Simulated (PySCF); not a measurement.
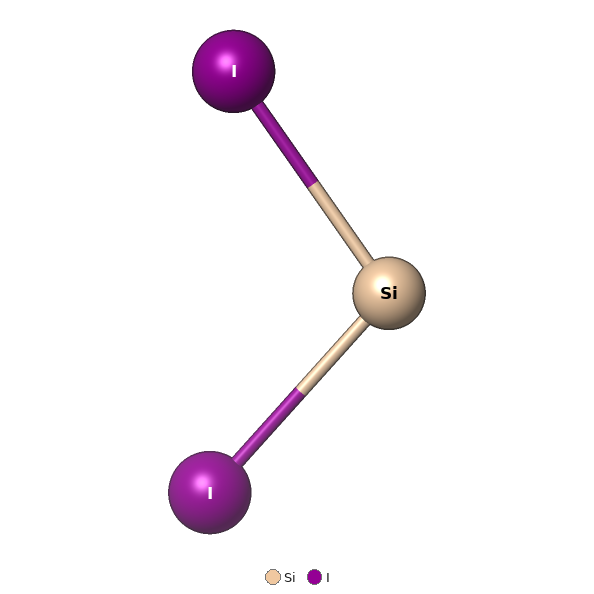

All atoms lie in one plane, which faces the viewer. The geometry was computed by an optimisation with PBE0-D3(BJ)/def2-SVP. No frequency run is at hand to confirm it as a minimum.

List the symmetry elements and name the point group.

It has 1 C2 axis and 2 mirror planes, so the point group is C2v. The group has 4 operations. The geometry is achiral, and symmetry allows a dipole moment.
